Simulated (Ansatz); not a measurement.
# CoN (triplet): PBE, BLYP, r2SCAN, B97M-V, PBE0 over vertical spin and charge gaps, def2-QZVPP

How well do these functionals follow the top wave-function level for CoN (triplet) over vertical spin and charge gaps?

Computed with Ansatz 0.2.0, Gaussian basis. Level: def2-QZVPP, all electrons in the functionals.

The runs, in order: PBE, BLYP, r2SCAN, B97M-V, PBE0, at charge 0, triplet; charge 0, singlet; charge 0, quintet; charge 1, doublet; charge 1, quartet.

2 further runs of the same task are left out: 2 set aside as unsound or not needed.

## (1) What is computed

The geometry is a PBE0/def2-TZVP stationary point (not a proven minimum).

2 atoms, charge 0, spin multiplicity 3.

Atoms are counted from 1 here; the program's logs count them from 0.

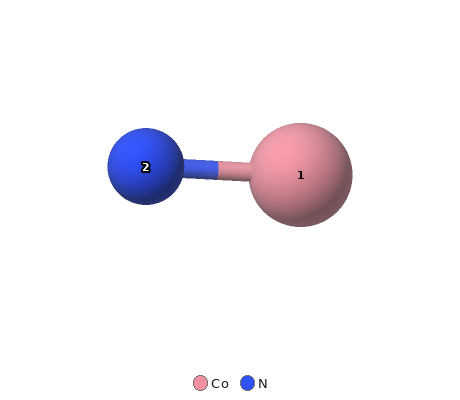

The structure; cobalt pink, nitrogen blue; atoms are numbered from 1 in the order of the file.

No dispersion term is added; B97M-V holds VV10 nonlocal correlation.

The geometry shown and the zero of energy belong to the point charge 0, triplet. The yardstick, UCCSD(T), and other wave-function levels (R restricted, U unrestricted, valence and pair active spaces) come from earlier runs.

## (2) PBE, charge 0, triplet

Input file in.yaml:

```yaml
crystal:
  periodic: [false, false, false]
  atoms:
    - {symbol: Co, position_ang: [0.000000, 0.000000, 0.000000]}
    - {symbol: N, position_ang: [0.000000, 0.000000, 1.662400]}
basis:
  gaussian: {orbitals: "def2-QZVPP.json"}
magnetization: {spin_polarized: true, initial_magnetization: 2}
hamiltonian: {xc: {name: PBE}}
output: {orbitals: {seedname: orbitals}}
```

Command:

```console
$ ansatz run in.yaml --threads 2 --pin off --events-out ev --progress --plain --max-ram 24576MiB --backend cuda --devices 0, --max-vram 18GiB
```

Log:

```text
Functional definition: PBE
  name "PBE"
  cite "Perdew, Burke & Ernzerhof, Phys. Rev. Lett. 77, 3865 (1996) doi:10.1103/PhysRevLett.77.3865"
  parent pbe
  parameter kappa = 0.804
  parameter beta = 0.06672455060314922
  exchange = pbe_x(kappa = kappa, mu = beta*pi^2/3)
  correlation = pbe_c(beta = beta)
707 factors; their error is unknown
mean field evaluation 1: about -39096.4389 eV, gradient 5.3e1 eV
mean field evaluation 2: about -38985.0353 eV, gradient 1.3e2 eV
mean field evaluation 4: about -39098.4224 eV, gradient 5.7e1 eV
mean field evaluation 8: about -39102.4466 eV, gradient 4.3e1 eV
mean field evaluation 16: about -39107.5806 eV, gradient 4.8e-2 eV
mean field evaluation 32: about -39096.4389 eV, gradient 5.3e1 eV
mean field evaluation 64: about -39106.9038 eV, gradient 8.6e0 eV
mean field evaluation 96: about -39106.8289 eV, gradient 1.7e1 eV
mean field evaluation 128: about -39107.5758 eV, gradient 5.1e-6 eV
mean field evaluation 160: about -39107.5305 eV, gradient 7.3e-1 eV
mean field evaluation 192: about -39107.4000 eV, gradient 1.7e0 eV
mean field -39107.58637238 eV, -1437.1772911110 hartree, gradient 7.4e-6 eV, S^2 2.344557; 11 other end points of the search recorded, 0 dependent functions left out
reference -39107.58641358 eV, -1437.1772926250 hartree; 18, 16 occupied and 139, 141 virtual orbitals, 707 factors
Total energy: -39107.58641358 eV, -1437.1772926250 hartree
```

Wall time 8.5 s (1 × H100 (card shared with other runs) with 2 threads of AMD EPYC 7R13, shared host); peak host memory 0.81 GiB.

From the report: ⟨S²⟩ of the determinant 2.345 (pure triplet: 2.00).

## (3) PBE, charge 0, singlet

Edit in.yaml of step 2 so:

```diff
@@ -7,3 +7,3 @@
   gaussian: {orbitals: "def2-QZVPP.json"}
-magnetization: {spin_polarized: true, initial_magnetization: 2}
+magnetization: {spin_polarized: true, initial_magnetization: 0}
 hamiltonian: {xc: {name: PBE}}
```

Same command.

Log (excerpt; [...] marks lines left out):

```text
Functional definition: PBE
  name "PBE"
  cite "Perdew, Burke & Ernzerhof, Phys. Rev. Lett. 77, 3865 (1996) doi:10.1103/PhysRevLett.77.3865"
  parent pbe
[...]
707 factors; their error is unknown
[...]
mean field -39107.54971721 eV, -1437.1759440581 hartree, gradient 3.7e-6 eV, S^2 1.179811; 30 other end points of the search recorded, 0 dependent functions left out
reference -39107.54975738 eV, -1437.1759455345 hartree; 17, 17 occupied and 140, 140 virtual orbitals, 707 factors
Total energy: -39107.54975738 eV, -1437.1759455345 hartree
```

Wall time 26 s (1 × H100 (card shared with other runs) with 2 threads of AMD EPYC 7R13, shared host); peak host memory 0.85 GiB.

From the report: ⟨S²⟩ of the determinant 1.180 (pure singlet: 0.00). The determinant is far from a pure spin state, so its energy mixes those of several spin states (harmless only where they are near-degenerate, as at dissociation).

From charge 0, triplet: +0.8 kcal/mol.

## (4) PBE, charge 0, quintet

Edit in.yaml of step 3 so:

```diff
@@ -7,3 +7,3 @@
   gaussian: {orbitals: "def2-QZVPP.json"}
-magnetization: {spin_polarized: true, initial_magnetization: 0}
+magnetization: {spin_polarized: true, initial_magnetization: 4}
 hamiltonian: {xc: {name: PBE}}
```

Launched as before.

Log:

```text
Functional definition: PBE
  name "PBE"
  cite "Perdew, Burke & Ernzerhof, Phys. Rev. Lett. 77, 3865 (1996) doi:10.1103/PhysRevLett.77.3865"
  parent pbe
  parameter kappa = 0.804
  parameter beta = 0.06672455060314922
  exchange = pbe_x(kappa = kappa, mu = beta*pi^2/3)
  correlation = pbe_c(beta = beta)
707 factors; their error is unknown
mean field evaluation 1: about -39094.6181 eV, gradient 5.6e1 eV
mean field evaluation 2: about -38938.6901 eV, gradient 1.4e2 eV
mean field evaluation 4: about -39105.9615 eV, gradient 1.9e1 eV
mean field evaluation 8: about -39107.8805 eV, gradient 1.5e0 eV
mean field evaluation 16: about -39107.8798 eV, gradient 3.6e-4 eV
mean field evaluation 32: about -39107.8798 eV, gradient 4.8e-4 eV
mean field -39107.87981314 eV, -1437.1880748598 hartree, gradient 2.5e-5 eV, S^2 6.008949; 5 other end points of the search recorded, 0 dependent functions left out
reference -39107.87986005 eV, -1437.1880765837 hartree; 19, 15 occupied and 138, 142 virtual orbitals, 707 factors
Total energy: -39107.87986005 eV, -1437.1880765837 hartree
```

Run time: 5.5 s. Hardware: 1 × H100 (card shared with other runs) with 2 threads of AMD EPYC 7R13, shared host; peak host memory 0.8 GiB.

From the report: ⟨S²⟩ of the determinant 6.009 (pure quintet: 6.00).

From charge 0, triplet: -6.8 kcal/mol.

## (5) PBE, charge 1, doublet

Edit in.yaml of step 4 so:

```diff
@@ -7,3 +7,4 @@
   gaussian: {orbitals: "def2-QZVPP.json"}
-magnetization: {spin_polarized: true, initial_magnetization: 4}
+total_charge: 1
+magnetization: {spin_polarized: true, initial_magnetization: 1}
 hamiltonian: {xc: {name: PBE}}
```

The command is unchanged.

Log (excerpt; [...] marks lines left out):

```text
Functional definition: PBE
  name "PBE"
  cite "Perdew, Burke & Ernzerhof, Phys. Rev. Lett. 77, 3865 (1996) doi:10.1103/PhysRevLett.77.3865"
  parent pbe
[...]
707 factors; their error is unknown
[...]
mean field -39098.90505054 eV, -1436.8582584178 hartree, gradient 1.4e-5 eV, S^2 1.656226; 26 other end points of the search recorded, 0 dependent functions left out
reference -39098.90508770 eV, -1436.8582597832 hartree; 17, 16 occupied and 140, 141 virtual orbitals, 707 factors
Total energy: -39098.90508770 eV, -1436.8582597832 hartree
```

Wall time 17 s (1 × H100 (card shared with other runs) with 2 threads of AMD EPYC 7R13, shared host); peak host memory 0.86 GiB.

From the report: ⟨S²⟩ of the determinant 1.656 (pure doublet: 0.75). The determinant is far from a pure spin state, so its energy mixes those of several spin states (harmless only where they are near-degenerate, as at dissociation).

From charge 0, triplet: +200.2 kcal/mol.

## (6) PBE, charge 1, quartet

Edit in.yaml of step 5 so:

```diff
@@ -8,3 +8,3 @@
 total_charge: 1
-magnetization: {spin_polarized: true, initial_magnetization: 1}
+magnetization: {spin_polarized: true, initial_magnetization: 3}
 hamiltonian: {xc: {name: PBE}}
```

Launched as before.

Log (excerpt; [...] marks lines left out):

```text
Functional definition: PBE
  name "PBE"
  cite "Perdew, Burke & Ernzerhof, Phys. Rev. Lett. 77, 3865 (1996) doi:10.1103/PhysRevLett.77.3865"
  parent pbe
[...]
707 factors; their error is unknown
[...]
mean field -39098.85633553 eV, -1436.8564681741 hartree, gradient 7.3e-6 eV, S^2 3.842924; 15 other end points of the search recorded, 0 dependent functions left out
reference -39098.85637439 eV, -1436.8564696023 hartree; 18, 15 occupied and 139, 142 virtual orbitals, 707 factors
Total energy: -39098.85637439 eV, -1436.8564696023 hartree
```

Wall time 47 s (1 × H100 (card shared with other runs) with 2 threads of AMD EPYC 7R13, shared host); peak host memory 0.82 GiB.

From the report: ⟨S²⟩ of the determinant 3.843 (pure quartet: 3.75).

From charge 0, triplet: +201.3 kcal/mol.

## (7) BLYP, charge 0, triplet

Input file in.yaml:

```yaml
crystal:
  periodic: [false, false, false]
  atoms:
    - {symbol: Co, position_ang: [0.000000, 0.000000, 0.000000]}
    - {symbol: N, position_ang: [0.000000, 0.000000, 1.662400]}
basis:
  gaussian: {orbitals: "def2-QZVPP.json"}
magnetization: {spin_polarized: true, initial_magnetization: 2}
hamiltonian: {xc: {name: BLYP}}
```

The command is unchanged.

Log (excerpt; [...] marks lines left out):

```text
Functional definition: BLYP
  name "BLYP"
  cite "Becke, Phys. Rev. A 38, 3098 (1988) doi:10.1103/PhysRevA.38.3098"
  cite "Lee, Yang & Parr, Phys. Rev. B 37, 785 (1988) doi:10.1103/PhysRevB.37.785"
[...]
707 factors; their error is unknown
[...]
mean field -39117.85059055 eV, -1437.5544941713 hartree, gradient 1.2e-6 eV, S^2 2.229181; 11 other end points of the search recorded, 0 dependent functions left out
reference -39117.85084100 eV, -1437.5545033751 hartree; 18, 16 occupied and 139, 141 virtual orbitals, 707 factors
Total energy: -39117.85084100 eV, -1437.5545033751 hartree
```

It took 7 s on 1 × H100 (card shared with other runs) with 2 threads of AMD EPYC 7R13, shared host; peak host memory 0.81 GiB.

From the report: ⟨S²⟩ of the determinant 2.229 (pure triplet: 2.00).

## (8) BLYP, charge 0, singlet

Edit in.yaml of step 7 so:

```diff
@@ -7,3 +7,3 @@
   gaussian: {orbitals: "def2-QZVPP.json"}
-magnetization: {spin_polarized: true, initial_magnetization: 2}
+magnetization: {spin_polarized: true, initial_magnetization: 0}
 hamiltonian: {xc: {name: BLYP}}
```

The command is unchanged.

Log (excerpt; [...] marks lines left out):

```text
Functional definition: BLYP
  name "BLYP"
  cite "Becke, Phys. Rev. A 38, 3098 (1988) doi:10.1103/PhysRevA.38.3098"
  cite "Lee, Yang & Parr, Phys. Rev. B 37, 785 (1988) doi:10.1103/PhysRevB.37.785"
[...]
707 factors; their error is unknown
[...]
mean field -39117.84323850 eV, -1437.5542239882 hartree, gradient 6.0e-6 eV, S^2 1.040717; 30 other end points of the search recorded, 0 dependent functions left out
reference -39117.84348632 eV, -1437.5542330955 hartree; 17, 17 occupied and 140, 140 virtual orbitals, 707 factors
Total energy: -39117.84348632 eV, -1437.5542330955 hartree
```

Run time: 44 s. Hardware: 1 × H100 (card shared with other runs) with 2 threads of AMD EPYC 7R13, shared host; peak host memory 0.85 GiB.

From the report: ⟨S²⟩ of the determinant 1.041 (pure singlet: 0.00). The determinant is far from a pure spin state, so its energy mixes those of several spin states (harmless only where they are near-degenerate, as at dissociation).

From charge 0, triplet: +0.2 kcal/mol.

## (9) BLYP, charge 0, quintet

Edit in.yaml of step 8 so:

```diff
@@ -7,3 +7,3 @@
   gaussian: {orbitals: "def2-QZVPP.json"}
-magnetization: {spin_polarized: true, initial_magnetization: 0}
+magnetization: {spin_polarized: true, initial_magnetization: 4}
 hamiltonian: {xc: {name: BLYP}}
```

Launched as before.

Log (excerpt; [...] marks lines left out):

```text
Functional definition: BLYP
  name "BLYP"
  cite "Becke, Phys. Rev. A 38, 3098 (1988) doi:10.1103/PhysRevA.38.3098"
  cite "Lee, Yang & Parr, Phys. Rev. B 37, 785 (1988) doi:10.1103/PhysRevB.37.785"
[...]
707 factors; their error is unknown
[...]
mean field -39118.06329545 eV, -1437.5623109323 hartree, gradient 5.1e-5 eV, S^2 6.009345; 9 other end points of the search recorded, 0 dependent functions left out
reference -39118.06355358 eV, -1437.5623204181 hartree; 19, 15 occupied and 138, 142 virtual orbitals, 707 factors
Total energy: -39118.06355358 eV, -1437.5623204181 hartree
```

Wall time 7 s (1 × H100 (card shared with other runs) with 2 threads of AMD EPYC 7R13, shared host); peak host memory 0.81 GiB.

From the report: ⟨S²⟩ of the determinant 6.009 (pure quintet: 6.00).

From charge 0, triplet: -4.9 kcal/mol.

## (10) BLYP, charge 1, doublet

Edit in.yaml of step 9 so:

```diff
@@ -7,3 +7,4 @@
   gaussian: {orbitals: "def2-QZVPP.json"}
-magnetization: {spin_polarized: true, initial_magnetization: 4}
+total_charge: 1
+magnetization: {spin_polarized: true, initial_magnetization: 1}
 hamiltonian: {xc: {name: BLYP}}
```

The command is unchanged.

Log (excerpt; [...] marks lines left out):

```text
Functional definition: BLYP
  name "BLYP"
  cite "Becke, Phys. Rev. A 38, 3098 (1988) doi:10.1103/PhysRevA.38.3098"
  cite "Lee, Yang & Parr, Phys. Rev. B 37, 785 (1988) doi:10.1103/PhysRevB.37.785"
[...]
707 factors; their error is unknown
[...]
mean field -39109.19013428 eV, -1437.2362282738 hartree, gradient 1.1e-5 eV, S^2 1.621993; 26 other end points of the search recorded, 0 dependent functions left out
reference -39109.19038635 eV, -1437.2362375368 hartree; 17, 16 occupied and 140, 141 virtual orbitals, 707 factors
Total energy: -39109.19038635 eV, -1437.2362375368 hartree
```

Wall time 25 s (1 × H100 (card shared with other runs) with 2 threads of AMD EPYC 7R13, shared host); peak host memory 0.85 GiB.

From the report: ⟨S²⟩ of the determinant 1.622 (pure doublet: 0.75). The determinant is far from a pure spin state, so its energy mixes those of several spin states (harmless only where they are near-degenerate, as at dissociation).

From charge 0, triplet: +199.7 kcal/mol.

## (11) BLYP, charge 1, quartet

Edit in.yaml of step 10 so:

```diff
@@ -8,3 +8,3 @@
 total_charge: 1
-magnetization: {spin_polarized: true, initial_magnetization: 1}
+magnetization: {spin_polarized: true, initial_magnetization: 3}
 hamiltonian: {xc: {name: BLYP}}
```

Launched as before.

Log (excerpt; [...] marks lines left out):

```text
Functional definition: BLYP
  name "BLYP"
  cite "Becke, Phys. Rev. A 38, 3098 (1988) doi:10.1103/PhysRevA.38.3098"
  cite "Lee, Yang & Parr, Phys. Rev. B 37, 785 (1988) doi:10.1103/PhysRevB.37.785"
[...]
707 factors; their error is unknown
[...]
mean field -39109.12955949 eV, -1437.2340021910 hartree, gradient 5.8e-6 eV, S^2 3.831120; 14 other end points of the search recorded, 0 dependent functions left out
reference -39109.12981601 eV, -1437.2340116181 hartree; 18, 15 occupied and 139, 142 virtual orbitals, 707 factors
Total energy: -39109.12981601 eV, -1437.2340116181 hartree
```

It took 28 s on 1 × H100 (card shared with other runs) with 2 threads of AMD EPYC 7R13, shared host; peak host memory 0.82 GiB.

From the report: ⟨S²⟩ of the determinant 3.831 (pure quartet: 3.75).

From charge 0, triplet: +201.1 kcal/mol.

## (12) r2SCAN, charge 0, triplet

Input file in.yaml:

```yaml
crystal:
  periodic: [false, false, false]
  atoms:
    - {symbol: Co, position_ang: [0.000000, 0.000000, 0.000000]}
    - {symbol: N, position_ang: [0.000000, 0.000000, 1.662400]}
basis:
  gaussian: {orbitals: "def2-QZVPP.json"}
magnetization: {spin_polarized: true, initial_magnetization: 2}
hamiltonian: {xc: {name: r2SCAN}}
```

Same command.

Log (excerpt; [...] marks lines left out):

```text
Functional definition: r2SCAN
  name "r2SCAN"
  cite "Furness, Kaplan, Ning, Perdew & Sun, J. Phys. Chem. Lett. 11, 8208 (2020) doi:10.1021/acs.jpclett.0c02405"
  cite "Furness, Kaplan, Ning, Perdew & Sun, J. Phys. Chem. Lett. 11, 9248 (2020) doi:10.1021/acs.jpclett.0c03077"
  parent r2scan
[...]
707 factors; their error is unknown
[...]
mean field -39113.93596799 eV, -1437.4106344456 hartree, gradient 4.7e-6 eV, S^2 2.649702; 27 other end points of the search recorded, 0 dependent functions left out
reference -39113.93598797 eV, -1437.4106351797 hartree; 18, 16 occupied and 139, 141 virtual orbitals, 707 factors
Total energy: -39113.93598797 eV, -1437.4106351797 hartree
```

Run time: 73 s. Hardware: 1 × H100 (card shared with other runs) with 2 threads of AMD EPYC 7R13, shared host; peak host memory 0.84 GiB.

From the report: ⟨S²⟩ of the determinant 2.650 (pure triplet: 2.00). The determinant is far from a pure spin state, so its energy mixes those of several spin states (harmless only where they are near-degenerate, as at dissociation).

## (13) r2SCAN, charge 0, singlet

Edit in.yaml of step 12 so:

```diff
@@ -7,3 +7,3 @@
   gaussian: {orbitals: "def2-QZVPP.json"}
-magnetization: {spin_polarized: true, initial_magnetization: 2}
+magnetization: {spin_polarized: true, initial_magnetization: 0}
 hamiltonian: {xc: {name: r2SCAN}}
```

The command is unchanged.

Log (excerpt; [...] marks lines left out):

```text
Functional definition: r2SCAN
  name "r2SCAN"
  cite "Furness, Kaplan, Ning, Perdew & Sun, J. Phys. Chem. Lett. 11, 8208 (2020) doi:10.1021/acs.jpclett.0c02405"
  cite "Furness, Kaplan, Ning, Perdew & Sun, J. Phys. Chem. Lett. 11, 9248 (2020) doi:10.1021/acs.jpclett.0c03077"
  parent r2scan
[...]
707 factors; their error is unknown
[...]
mean field -39113.98044894 eV, -1437.4122690905 hartree, gradient 4.6e-6 eV, S^2 1.516224; 28 other end points of the search recorded, 0 dependent functions left out
reference -39113.98046827 eV, -1437.4122698009 hartree; 17, 17 occupied and 140, 140 virtual orbitals, 707 factors
Total energy: -39113.98046827 eV, -1437.4122698009 hartree
```

It took 23 s on 1 × H100 (card shared with other runs) with 2 threads of AMD EPYC 7R13, shared host; peak host memory 0.84 GiB.

From the report: ⟨S²⟩ of the determinant 1.516 (pure singlet: 0.00). The determinant is far from a pure spin state, so its energy mixes those of several spin states (harmless only where they are near-degenerate, as at dissociation).

From charge 0, triplet: -1.0 kcal/mol.

## (14) r2SCAN, charge 0, quintet

Edit in.yaml of step 13 so:

```diff
@@ -7,3 +7,3 @@
   gaussian: {orbitals: "def2-QZVPP.json"}
-magnetization: {spin_polarized: true, initial_magnetization: 0}
+magnetization: {spin_polarized: true, initial_magnetization: 4}
 hamiltonian: {xc: {name: r2SCAN}}
```

The command is unchanged.

Log (excerpt; [...] marks lines left out):

```text
Functional definition: r2SCAN
  name "r2SCAN"
  cite "Furness, Kaplan, Ning, Perdew & Sun, J. Phys. Chem. Lett. 11, 8208 (2020) doi:10.1021/acs.jpclett.0c02405"
  cite "Furness, Kaplan, Ning, Perdew & Sun, J. Phys. Chem. Lett. 11, 9248 (2020) doi:10.1021/acs.jpclett.0c03077"
  parent r2scan
[...]
707 factors; their error is unknown
[...]
mean field -39114.38650863 eV, -1437.4271915088 hartree, gradient 5.2e-5 eV, S^2 6.034869; 3 other end points of the search recorded, 0 dependent functions left out
reference -39114.38652949 eV, -1437.4271922753 hartree; 19, 15 occupied and 138, 142 virtual orbitals, 707 factors
Total energy: -39114.38652949 eV, -1437.4271922753 hartree
```

It took 4.4 s on 1 × H100 (card shared with other runs) with 2 threads of AMD EPYC 7R13, shared host; peak host memory 0.81 GiB.

From the report: ⟨S²⟩ of the determinant 6.035 (pure quintet: 6.00).

From charge 0, triplet: -10.4 kcal/mol.

## (15) r2SCAN, charge 1, doublet

Edit in.yaml of step 14 so:

```diff
@@ -7,3 +7,4 @@
   gaussian: {orbitals: "def2-QZVPP.json"}
-magnetization: {spin_polarized: true, initial_magnetization: 4}
+total_charge: 1
+magnetization: {spin_polarized: true, initial_magnetization: 1}
 hamiltonian: {xc: {name: r2SCAN}}
```

The command is unchanged.

Log (excerpt; [...] marks lines left out):

```text
Functional definition: r2SCAN
  name "r2SCAN"
  cite "Furness, Kaplan, Ning, Perdew & Sun, J. Phys. Chem. Lett. 11, 8208 (2020) doi:10.1021/acs.jpclett.0c02405"
  cite "Furness, Kaplan, Ning, Perdew & Sun, J. Phys. Chem. Lett. 11, 9248 (2020) doi:10.1021/acs.jpclett.0c03077"
  parent r2scan
[...]
707 factors; their error is unknown
[...]
mean field -39105.47102155 eV, -1437.0995534017 hartree, gradient 2.2e-6 eV, S^2 2.215841; 29 other end points of the search recorded, 0 dependent functions left out
reference -39105.47103526 eV, -1437.0995539054 hartree; 17, 16 occupied and 140, 141 virtual orbitals, 707 factors
Total energy: -39105.47103526 eV, -1437.0995539054 hartree
```

Run time: 28 s. Hardware: 1 × H100 (card shared with other runs) with 2 threads of AMD EPYC 7R13, shared host; peak host memory 0.84 GiB.

From the report: ⟨S²⟩ of the determinant 2.216 (pure doublet: 0.75). The determinant is far from a pure spin state, so its energy mixes those of several spin states (harmless only where they are near-degenerate, as at dissociation).

From charge 0, triplet: +195.2 kcal/mol.

## (16) r2SCAN, charge 1, quartet

Edit in.yaml of step 15 so:

```diff
@@ -8,3 +8,3 @@
 total_charge: 1
-magnetization: {spin_polarized: true, initial_magnetization: 1}
+magnetization: {spin_polarized: true, initial_magnetization: 3}
 hamiltonian: {xc: {name: r2SCAN}}
```

Same command.

Log (excerpt; [...] marks lines left out):

```text
Functional definition: r2SCAN
  name "r2SCAN"
  cite "Furness, Kaplan, Ning, Perdew & Sun, J. Phys. Chem. Lett. 11, 8208 (2020) doi:10.1021/acs.jpclett.0c02405"
  cite "Furness, Kaplan, Ning, Perdew & Sun, J. Phys. Chem. Lett. 11, 9248 (2020) doi:10.1021/acs.jpclett.0c03077"
  parent r2scan
[...]
707 factors; their error is unknown
[...]
mean field -39105.41736374 eV, -1437.0975815136 hartree, gradient 1.1e-6 eV, S^2 4.125241; 7 other end points of the search recorded, 0 dependent functions left out
reference -39105.41737763 eV, -1437.0975820240 hartree; 18, 15 occupied and 139, 142 virtual orbitals, 707 factors
Total energy: -39105.41737763 eV, -1437.0975820240 hartree
```

Run time: 24 s. Hardware: 1 × H100 (card shared with other runs) with 2 threads of AMD EPYC 7R13, shared host; peak host memory 0.84 GiB.

From the report: ⟨S²⟩ of the determinant 4.125 (pure quartet: 3.75).

From charge 0, triplet: +196.4 kcal/mol.

[end of part 1 of 2]
